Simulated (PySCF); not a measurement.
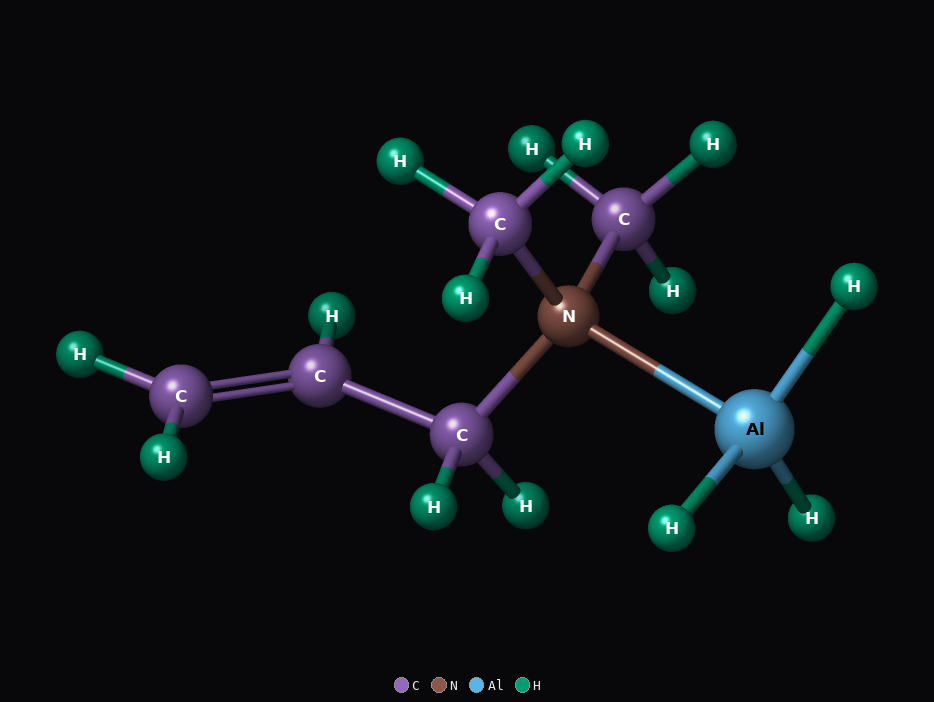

The computed structure is the end point of a PBE0-D3(BJ)/def2-SVP optimisation. No frequency run is at hand to confirm it as a minimum. Level of theory: ωB97X-D/def2-SVPD, gas phase (PySCF 2.14.0). Excitations: vertical, linear response.

Predict the main results.

The species is C5H14AlN (`C=CC[N+](C)(C)[AlH3-]`).
- dipole moment: 5.36 D
- HOMO energy (Kohn–Sham orbital): −9.25 eV
- LUMO energy (Kohn–Sham orbital): 1.16 eV
- HOMO–LUMO gap: 10.41 eV
- mean static polarisability: 102.5 bohr³
- lowest vertical singlet excitation: 6.77 eV
- its oscillator strength: 0.008
- brightest of the 10 lowest singlets: 7.46 eV
- its oscillator strength: 0.51
